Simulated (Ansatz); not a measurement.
C$_{2}$H$_{10}$OSi$_{3}$ (SMILES C[Si]([SiH3])([SiH3])C=O)

```xyz
16

C    -0.8948    0.5543   -1.6786
C     0.9910    2.7996   -0.8172
O     0.6637    3.3128   -1.8650
Si    0.2677    1.0772   -0.2946
Si   -0.7947    1.3529    1.7852
Si    2.0810   -0.3854    0.0264
H    -1.6877    1.3092   -1.8011
H    -1.3633   -0.4226   -1.4853
H    -0.3383    0.4987   -2.6276
H    -1.9613    2.2819    1.6683
H     0.1752    1.9208    2.7725
H    -1.2825    0.0365    2.3020
H     2.8156   -0.6119   -1.2568
H     1.6039   -1.7058    0.5430
H     3.0274    0.2016    1.0253
H     1.7239    3.3228   -0.1331
```

Geometry: r2SCAN-D4/def2-SVP.

Computed with isolated molecule in a Gaussian basis; Kohn-Sham density functional theory, functional PBE0 in Ansatz 0.2.0.

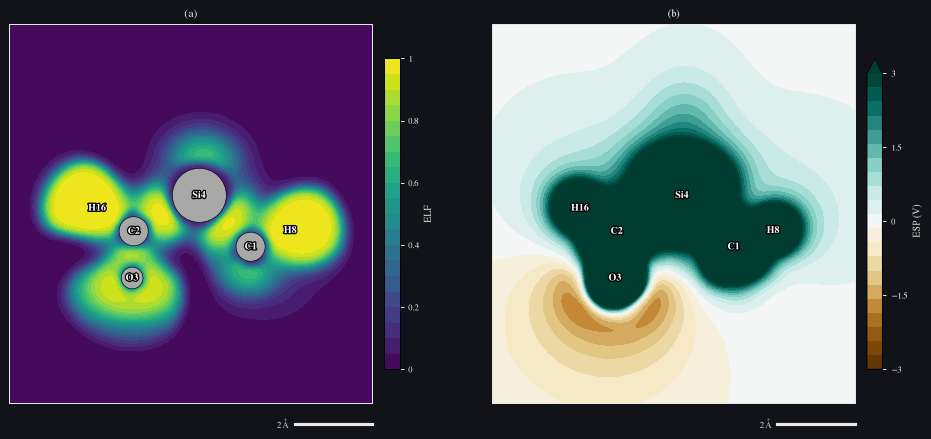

Figure 1. (a) ELF; (b) electrostatic potential on the plane of atoms Si4, C2 and H16. Grey discs cover the atomic cores in the ELF map.

Question: What does the map show?

Answer: The plane passes through C, O, Si and H nuclei. C–O (1.21 Å): the ELF peaks at about 0.85 between the atoms (a multiple bond). C–Si (1.88 Å): the ELF peaks at about 0.95 between the atoms (a covalent bond). C–H (1.10 Å): the ELF climbs to about 1 towards the hydrogen, as it does in any bond to H (a covalent bond by its length). C–Si (1.94 Å): the ELF peaks at about 1 between the atoms; a covalent bond. The ELF also peaks beside O3, away from the bonds: lone-pair regions. Outside the dense part of the molecule the potential is most negative (−1.8 V) near O3.

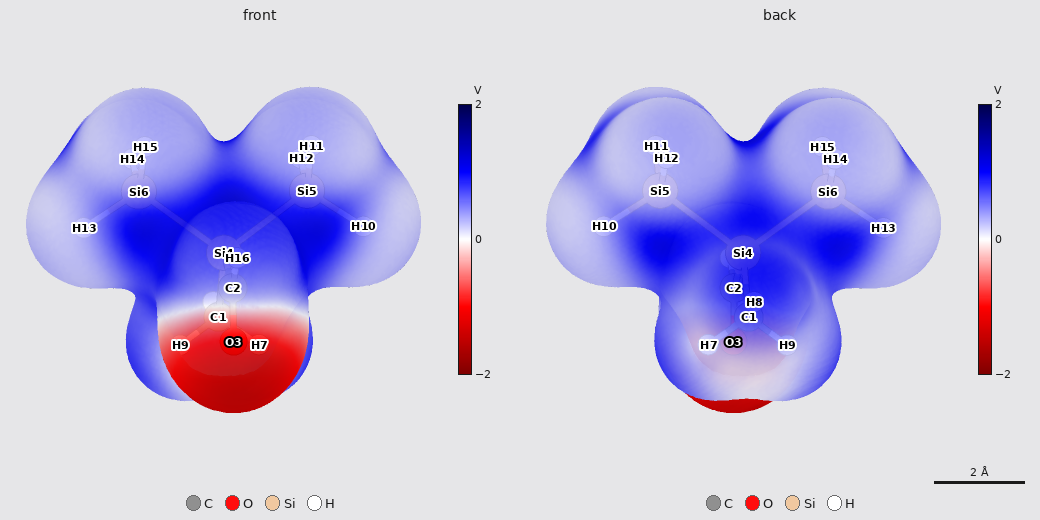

Figure 2. The molecular electrostatic potential painted on the density surface at 0.002 e/bohr³, seen from the front and from behind; red is negative and blue positive.

Question: Describe the electrostatic potential map.

Answer: The most negative region (about −1.5 V) lies over O3, the most positive (about +1.1 V) over C2, Si4, Si5 and Si6. O3 is the likeliest acceptor of a hydrogen bond.

Question: What dipole moment does the calculation give?

Answer: Its dipole moment is 1.94 D.

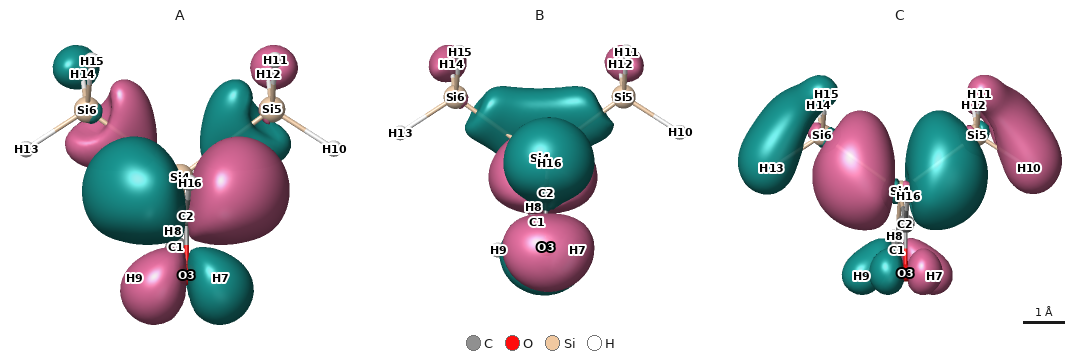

Figure 3. Three frontier orbitals at ±0.08 Å⁻³ᐟ² (teal and pink are the two phases), in no order.

Question: Order the three orbitals by energy and name them.

Answer: C is the HOMO−1 (−7.98 eV). It lies mainly on Si4 (about 30 %), Si5 (about 20 %) and Si6 (about 20 %). B is the HOMO (−6.98 eV). Its weight (Hirshfeld) is mainly on O3 (about 45 %), C2 (about 20 %), Si4 (about 15 %) and H16 (about 10 %). A is the LUMO (−1.76 eV). Its weight (Hirshfeld) is mainly on C2 (about 35 %), O3 (about 30 %), Si4 (about 10 %), Si5 (about 5 %) and Si6 (about 5 %); π-antibonding (π*) across C2–O3.

Question: What is the HOMO–LUMO gap?

Answer: 5.22 eV between the orbital energies.
